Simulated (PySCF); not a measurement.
Br3Ga, SMILES [Br][Ga]([Br])[Br], B3LYP/def2-SVP optimised geometry. Atoms within 1.6 Å of the plane z = 1.0 Å (x, y, z in Å): Ga1 (-0.57, 0.00, 0.00), Br2 (1.72, 0.00, 0.00), Br3 (-1.71, 1.98, 0.00), Br4 (-1.72, -1.98, 0.00).

Method: PySCF 2.14.0 with B3LYP/def2-TZVP.

Map of the Laplacian of the electron density (e/bohr⁵) on the plane z = 1.0 Å:

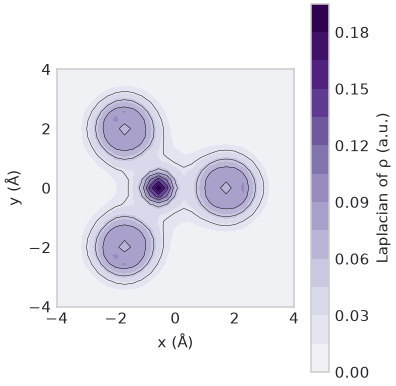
*Laplacian of the electron density (e/bohr⁵) on the plane z = 1.0 Å.*
